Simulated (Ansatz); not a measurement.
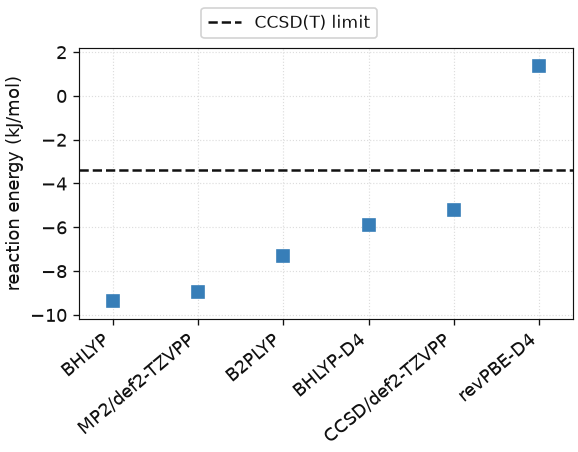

Electronic reaction energy of GaBSiH₆ ([SiH3][BH][GaH2]) + CH₄ (C) → CH₆BGa (C[BH][GaH2]) + SiH₄ ([SiH4]) (SMILES in brackets) at several levels (functionals in def2-TZVPP unless a basis is named), isolated molecules at PBE0-D4 triple-zeta geometries, minima by their frequencies, no zero-point or thermal terms, the Ansatz code 0.2.0. The line is frozen-core CCSD(T) at the basis limit (MP2 extrapolated from triple and quadruple zeta, plus CCSD(T) less MP2 in a smaller set). B2PLYP holds a correlation term that converges slowly with the basis, so part of the distance to the limit is basis error. No dispersion term is added to BHLYP and B2PLYP. The distance of MP2/def2-TZVPP and CCSD/def2-TZVPP to the limit includes basis error.

Q: What do zero-point energy and temperature add?

A: Zero-point change −4.6 kJ/mol; at 298.15 K and 1 bar the CCSD(T) limit plus thermal terms gives an enthalpy of reaction of −9.5 and a free energy of −7.7 kJ/mol (harmonic PBE0-D4 modes, ideal gas).

Q: What range do the values span, the line included?

A: From −9.4 kJ/mol (BHLYP) to 1.3 kJ/mol (revPBE-D4).

Caveats: no scalar relativity up to krypton; outer-core shells are correlated without core-valence functions, which makes the correlated values less sure.
